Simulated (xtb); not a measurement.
**Frequency calculation, with input and output: C2H2AlF**

System: C2H2AlF, SMILES C#[C][AlH][F].
Method: GFN2-xTB (xtb 6.7.1 later snapshot).

The geometry was optimised with GFN2-xTB.

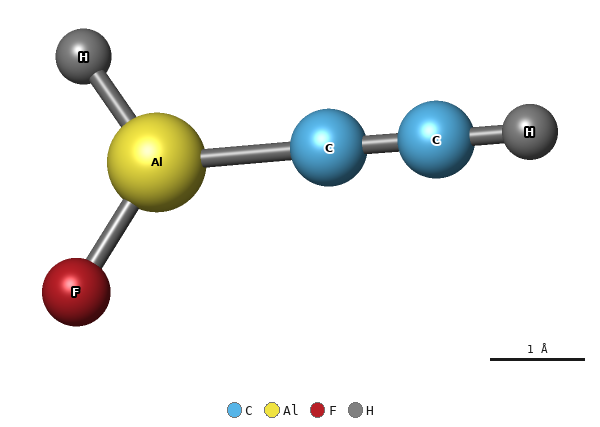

The input geometry (ball-and-stick view, seen at a tilt). Sticks mark near contacts.

**Input (coord)**
```
$coord
      3.212080877594     -0.532751589054     -1.509513228351  c
      1.174105738491     -0.170642269054     -0.533412993198  c
     -2.099523518982      0.373050834262      1.009397209469  al
     -4.499494594518     -1.560346861103      0.587100112399  f
      4.992769804829     -0.836732933462     -2.354201908798  h
     -2.700380837568      2.606310271084      2.713344358783  h
$end
```

**File detailed.inp**
```
$hess
   sccacc=30
$end
```

Command:
```bash
xtb coord --hess --gfn2 --input detailed.inp | tee xtb.out
```

**Output**
```
* xtb version 6.7.1
   ID    Z sym.   atoms
    1    6 c      1, 2
    2   13 al     3
    3    9 f      4
    4    1 h      5, 6

           -------------------------------------------------
          |                Calculation Setup                |
           -------------------------------------------------

          program call               : xtb coord --hess --gfn2 --input detailed.inp
          coordinate file            : coord
          omp threads                :                     1

           -------------------------------------------------
          |                 G F N 2 - x T B                 |
           -------------------------------------------------

      * Hamiltonian:
        H0-scaling (s, p, d)           1.850000    2.230000    2.230000
        zeta-weighting                 0.500000
      * Dispersion:
        s8                             2.700000
        a1                             0.520000
        a2                             5.000000
        s9                             5.000000
      * Repulsion:
        kExp                           1.500000    1.000000
        rExp                           1.000000
      * Coulomb:
        alpha                          2.000000
        third order                    shell-resolved
        anisotropic                    true
        a3                             3.000000
        a5                             4.000000
        cn-shift                       1.200000
        cn-exp                         4.000000
        max-rad                        5.000000

          ...................................................
          :                      SETUP                      :
          :.................................................:
          :  # basis functions                  24          :
          :  # atomic orbitals                  23          :
          :  # shells                           11          :
          :  # electrons                        20          :
          :  max. iterations                   250          :
          :  Hamiltonian                  GFN2-xTB          :
          :  restarted?                      false          :
          :  GBSA solvation                  false          :
          :  PC potential                    false          :
          :  electronic temp.          300.0000000     K    :
          :  accuracy                    1.0000000          :
          :  -> integral cutoff          0.2500000E+02      :
          :  -> integral neglect         0.1000000E-07      :
          :  -> SCF convergence          0.1000000E-05 Eh   :
          :  -> wf. convergence          0.1000000E-03 e    :
          :  Broyden damping             0.4000000          :
          :  net charge                          0          :
          :  unpaired electrons                  0          :
          ...................................................

 iter      E             dE          RMSdq      gap      omega  full diag
   1    -11.2172108 -0.112172E+02  0.246E+01    4.82       0.0  T
   2    -11.2422951 -0.250843E-01  0.130E+01    5.02       1.0  T
   3    -11.0256774  0.216618E+00  0.781E+00    4.49       1.0  T
   4    -11.2613368 -0.235659E+00  0.163E+00    4.71       1.0  T
   5    -11.2701134 -0.877658E-02  0.833E-01    4.96       1.0  T
   6    -11.2718113 -0.169788E-02  0.470E-01    4.94       1.0  T
   7    -11.2718339 -0.226260E-04  0.150E-01    4.91       1.0  T
   8    -11.2718583 -0.243553E-04  0.602E-02    4.94       1.0  T
   9    -11.2718596 -0.134829E-05  0.377E-02    4.94       1.1  T
  10    -11.2718622 -0.263232E-05  0.464E-03    4.93       8.8  T
  11    -11.2718622 -0.108684E-07  0.323E-03    4.93      12.6  T
  12    -11.2718623 -0.151505E-07  0.407E-04    4.93     100.3  T
  13    -11.2718623 -0.107580E-09  0.132E-04    4.93     308.7  T

   *** convergence criteria satisfied after 13 iterations ***

         #    Occupation            Energy/Eh            Energy/eV
      -------------------------------------------------------------
         1        2.0000           -0.8096859             -22.0327
       ...           ...                  ...                  ...
         4        2.0000           -0.5196384             -14.1401
         5        2.0000           -0.5111211             -13.9083
         6        2.0000           -0.5107976             -13.8995
         7        2.0000           -0.4730784             -12.8731
         8        2.0000           -0.4313404             -11.7374
         9        2.0000           -0.4309906             -11.7279
        10        2.0000           -0.4201867             -11.4339 (HOMO)
        11                         -0.2389258              -6.5015 (LUMO)
        12                         -0.2254006              -6.1335
        13                         -0.2192873              -5.9671
        14                         -0.1744484              -4.7470
        15                         -0.1173534              -3.1933
       ...                                ...                  ...
        23                          1.2462210              33.9114
      -------------------------------------------------------------
                  HL-Gap            0.1812610 Eh            4.9324 eV
             Fermi-level           -0.3295563 Eh           -8.9677 eV

 SCC (total)                   0 d,  0 h,  0 min,  0.005 sec
 SCC setup                      ...        0 min,  0.000 sec (  1.865%)
 Dispersion                     ...        0 min,  0.000 sec (  0.758%)
 classical contributions        ...        0 min,  0.000 sec (  0.147%)
 integral evaluation            ...        0 min,  0.001 sec ( 13.133%)
 iterations                     ...        0 min,  0.003 sec ( 59.955%)
 molecular gradient             ...        0 min,  0.001 sec ( 22.386%)
 printout                       ...        0 min,  0.000 sec (  1.467%)

         :::::::::::::::::::::::::::::::::::::::::::::::::::::
         ::                     SUMMARY                     ::
         :::::::::::::::::::::::::::::::::::::::::::::::::::::
         :: total energy             -11.110920301749 Eh    ::
         :: gradient norm              0.000111551563 Eh/a0 ::
         :: HOMO-LUMO gap              4.932362461481 eV    ::
         ::.................................................::
         :: SCC energy               -11.271862430293 Eh    ::
         :: -> isotropic ES            0.038921378372 Eh    ::
         :: -> anisotropic ES          0.002401527593 Eh    ::
         :: -> anisotropic XC          0.001022526963 Eh    ::
         :: -> dispersion             -0.002327263494 Eh    ::
         :: repulsion energy           0.160942128544 Eh    ::
         :: add. restraining           0.000000000000 Eh    ::
         :: total charge               0.000000000000 e     ::
         :::::::::::::::::::::::::::::::::::::::::::::::::::::

           -------------------------------------------------
          |                Numerical Hessian                |
           -------------------------------------------------
step length          :   0.00500
SCC accuracy         :  30.00000
Hessian scale factor :   1.00000
frozen atoms in %    :   0.00000    0
RMS gradient         :   0.00011
estimated CPU  time      0.00 min

writing file <hessian>, containing the non-mass-weighted Hessian matrix in atomic units (Eₕ/Bohr²).

 projected vibrational frequencies (cm⁻¹)
eigval :       -0.00    -0.00    -0.00    -0.00     0.00     0.00
eigval :      103.56   164.12   246.92   495.64   540.84   630.51
eigval :      689.75   690.74   809.15  1910.50  2127.76  3319.90
           -------------------------------------------------
          |                Property Printout                |
           -------------------------------------------------

    * Orbital Energies and Occupations

         #    Occupation            Energy/Eh            Energy/eV
      -------------------------------------------------------------
         1        2.0000           -0.8096855             -22.0327
         2        2.0000           -0.6134277             -16.6922
         3        2.0000           -0.5401804             -14.6991
         4        2.0000           -0.5196382             -14.1401
         5        2.0000           -0.5111207             -13.9083
         6        2.0000           -0.5107972             -13.8995
         7        2.0000           -0.4730777             -12.8731
         8        2.0000           -0.4313404             -11.7374
         9        2.0000           -0.4309906             -11.7278
        10        2.0000           -0.4201865             -11.4339 (HOMO)
        11                         -0.2389245              -6.5015 (LUMO)
        12                         -0.2254003              -6.1335
        13                         -0.2192871              -5.9671
        14                         -0.1744476              -4.7470
        15                         -0.1173527              -3.1933
        16                         -0.0766914              -2.0869
        17                         -0.0269512              -0.7334
        18                          0.0071083               0.1934
        19                          0.1503731               4.0919
        20                          0.4413270              12.0091
        21                          0.7234302              19.6855
       ...                                ...                  ...
        23                          1.2462210              33.9114
      -------------------------------------------------------------
                  HL-Gap            0.1812620 Eh            4.9324 eV
             Fermi-level           -0.3295555 Eh           -8.9677 eV

     #   Z          covCN         q      C6AA      α(0)
     1   6          1.911    -0.051    32.467     9.202
     2   6          1.823    -0.119    34.499     9.490
     3  13          2.403     0.426    98.242    20.664
     4   9          0.672    -0.236    11.630     4.026
     5   1          0.928     0.079     1.986     2.204
     6   1          0.886    -0.100     5.566     3.693

 Mol. C6AA /au·bohr⁶  :        794.257020
 Mol. C8AA /au·bohr⁸  :      33664.729010
 Mol. α(0) /au        :         49.278368

Wiberg/Mayer (AO) data.
largest (>0.10) Wiberg bond orders for each atom

 ---------------------------------------------------------------------------
     #   Z sym  total        # sym  WBO       # sym  WBO       # sym  WBO
 ---------------------------------------------------------------------------
     1   6      3.971 --     2      2.818     5      0.962     3      0.182
     2   6      3.902 --     1      2.818     3      0.997
     3  13      3.393 --     4      1.294     2      0.997     6      0.900
                             1      0.182
     4   9      1.345 --     3      1.294
     5   1      0.994 --     1      0.962
     6   1      0.990 --     3      0.900
 ---------------------------------------------------------------------------

Topologies differ in total number of bonds
Writing topology from bond orders to xtbtopo.mol

molecular dipole:
                 x           y           z       tot (Debye)
 q only:        0.530       0.248      -0.026
   full:        0.671       0.239      -0.083       1.823
molecular quadrupole (traceless):
                xx          xy          yy          xz          yz          zz
 q only:       -1.712      -2.263       0.059      -0.242      -0.335       1.653
  q+dip:        1.384      -3.569      -1.957      -3.256       0.692       0.573
   full:       -2.385      -3.444      -0.785       0.409      -2.676       3.170

           -------------------------------------------------
          |               Frequency Printout                |
           -------------------------------------------------
 projected vibrational frequencies (cm⁻¹)
eigval :       -0.00    -0.00    -0.00    -0.00     0.00     0.00
eigval :      103.56   164.12   246.92   495.64   540.84   630.51
Molecule has the following symmetry elements: (sigma)
It seems to be the Cs point group
eigval :      689.75   690.74   809.15  1910.50  2127.76  3319.90
 reduced masses (amu)
    1:      3.97    2:     11.84    3:     14.76    4:      8.19    5:      9.79    6:      6.06
    7:      6.07    8:      3.94    9:      8.89   10:      1.46   11:      6.56   12:      1.21
   13:      1.22   14:      1.22   15:     10.77   16:      1.05   17:      6.10   18:      1.15
 IR intensities (km·mol⁻¹)
    1:      1.90    2:      3.22    3:      0.81    4:      1.52    5:      1.12    6:      1.25
    7:      0.66    8:      6.38    9:     76.25   10:     76.19   11:    106.74   12:    105.05
   13:     32.51   14:     30.84   15:    319.77   16:    222.57   17:    163.58   18:    169.13
 Raman intensities (Ä⁴*amu⁻¹)
    1:      0.00    2:      0.00    3:      0.00    4:      0.00    5:      0.00    6:      0.00
    7:      0.00    8:      0.00    9:      0.00   10:      0.00   11:      0.00   12:      0.00
   13:      0.00   14:      0.00   15:      0.00   16:      0.00   17:      0.00   18:      0.00
 output can be read by thermo (or use thermo option).
 writing <g98.out> molden fake output.
 recommended (thermochemical) frequency scaling factor: 1.0
           -------------------------------------------------
          |             Thermodynamic Functions             |
           -------------------------------------------------

cs  symmetry found (for desy threshold:  0.10E+00) used in thermo

          ...................................................
          :                      SETUP                      :
          :.................................................:
          :  # frequencies                          12      :
          :  # imaginary freq.                       0      :
          :  linear?                             false      :
          :  only rotor calc.                    false      :
          :  symmetry                               cs      :
          :  rotational number                       1      :
          :  scaling factor                  1.0000000      :
          :  rotor cutoff                   50.0000000 cm⁻¹ :
          :  imag. cutoff                  -20.0000000 cm⁻¹ :
          :.................................................:

    mode    ω/cm⁻¹     T·S(HO)/kcal·mol⁻¹    T·S(FR)/kcal·mol⁻¹   T·S(vib)
   ------------------------------------------------------------------------
       1    103.56    -1.00958 ( 94.85%)    -0.84047 (  5.15%)    -1.00086
       2    164.12    -0.74590 ( 99.15%)    -0.70421 (  0.85%)    -0.74554
       3    246.92    -0.52249 ( 99.83%)    -0.58328 (  0.17%)    -0.52260
   ------------------------------------------------------------------------

   temp. (K)  partition function   enthalpy   heat capacity  entropy
                                   cal/mol     cal/K/mol   cal/K/mol   J/K/mol
 298.15  VIB   9.14                 1703.649     11.286     10.082
         ROT  0.621E+05              888.727      2.981     24.913
         INT  0.568E+06             2592.377     14.267     34.995
         TR   0.187E+26             1481.212      4.968     38.740
         TOT                        4073.5892    19.2347    73.7343   308.5045

       T/K    H(0)-H(T)+PV         H(T)/Eh          T*S/Eh         G(T)/Eh
   ------------------------------------------------------------------------
    298.15    0.649168E-02    0.332132E-01    0.350336E-01   -0.182038E-02
   ------------------------------------------------------------------------

         :::::::::::::::::::::::::::::::::::::::::::::::::::::
         ::                  THERMODYNAMIC                  ::
         :::::::::::::::::::::::::::::::::::::::::::::::::::::
         :: total free energy         -11.112740685169 Eh   ::
         ::.................................................::
         :: total energy              -11.110920301795 Eh   ::
         :: zero point energy           0.026721500904 Eh   ::
         :: G(RRHO) w/o ZPVE           -0.028541884279 Eh   ::
         :: G(RRHO) contrib.           -0.001820383375 Eh   ::
         :::::::::::::::::::::::::::::::::::::::::::::::::::::

           -------------------------------------------------
          | TOTAL ENERGY              -11.110920301795 Eh   |
          | TOTAL ENTHALPY            -11.077707123290 Eh   |
          | TOTAL FREE ENERGY         -11.112740685169 Eh   |
          | GRADIENT NORM               0.000111581501 Eh/α |
          | HOMO-LUMO GAP               4.932390579858 eV   |
           -------------------------------------------------

------------------------------------------------------------------------
------------------------------------------------------------------------
 total:
 *  cpu-time:     0 d,  0 h,  0 min,  0.089 sec
 * ratio c/w:     1.000 speedup
 SCF:
 *  cpu-time:     0 d,  0 h,  0 min,  0.005 sec
 * ratio c/w:     1.000 speedup
 analytical hessian:
 *  cpu-time:     0 d,  0 h,  0 min,  0.074 sec
 * ratio c/w:     1.000 speedup
```

**File vibspectrum**
```
$vibrational spectrum
#  mode     symmetry     wave number   IR intensity    selection rules
#                         cm**(-1)      (km*mol⁻¹)        IR
     1                      -0.00         0.00000          -
     2                      -0.00         0.00000          -
     3                      -0.00         0.00000          -
     4                      -0.00         0.00000          -
     5                       0.00         0.00000          -
     6                       0.00         0.00000          -
     7        a            103.56         0.66266         YES
     8        a            164.12         6.38309         YES
     9        a            246.92        76.25087         YES
    10        a            495.64        76.18649         YES
    11        a            540.84       106.74017         YES
    12        a            630.51       105.05356         YES
    13        a            689.75        32.51416         YES
    14        a            690.74        30.83526         YES
    15        a            809.15       319.77478         YES
    16        a           1910.50       222.57168         YES
    17        a           2127.76       163.58347         YES
    18        a           3319.90       169.13428         YES
$end
```

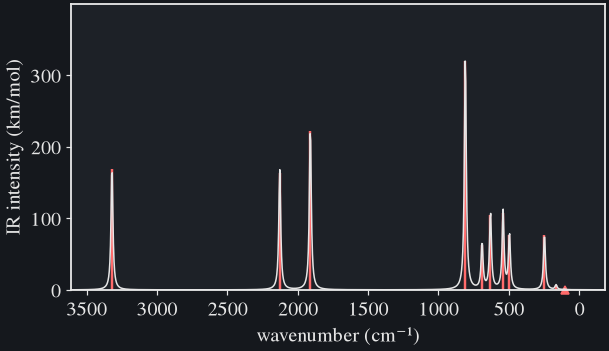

Harmonic infrared spectrum, unscaled: sticks (degenerate modes added up, dark ones marked on the axis) with a Lorentzian envelope of 16 cm⁻¹ full width, scaled to the tallest stick. 12 modes from 104 to 3320 cm⁻¹, none imaginary. The strongest line is at 809 cm⁻¹ (320 km/mol). All modes, in cm⁻¹ (km/mol): 104 (0.7), 164 (6.4), 247 (76), 496 (76), 541 (107), 631 (105), 690 (33), 691 (31), 809 (320), 1910 (223), 2128 (164), 3320 (169).

**Key numbers**

```json
{"quantity": "outcome", "value": "converged"}
{"quantity": "electrons treated", "value": "20"}
{"quantity": "total energy", "value": "−11.110920 hartree"}
{"quantity": "dispersion energy", "value": "−0.002327 hartree"}
{"quantity": "basis functions", "value": "24"}
{"quantity": "HOMO", "value": "−11.43 eV"}
{"quantity": "LUMO", "value": "−6.50 eV"}
{"quantity": "zero-point energy", "value": "0.026722 hartree"}
{"quantity": "dipole moment", "value": "1.82 D"}
{"quantity": "wavenumbers, lowest and highest", "value": "104 and 3320 cm⁻¹"}
{"quantity": "hardware", "value": "1 thread of Arm Neoverse N1, 16 GiB of memory available, shared host"}
{"quantity": "peak memory", "value": "0.073 GiB"}
```

**Remarks**

Settings chosen away from the usual ones: method = gfn2-xtb; task = frequencies; x = {"hess_scc_accuracy": 30}; geo = {"prev": "A"}. These settings are looser than, or depart from, a standard set-up, so the numbers are not reference values for this system.
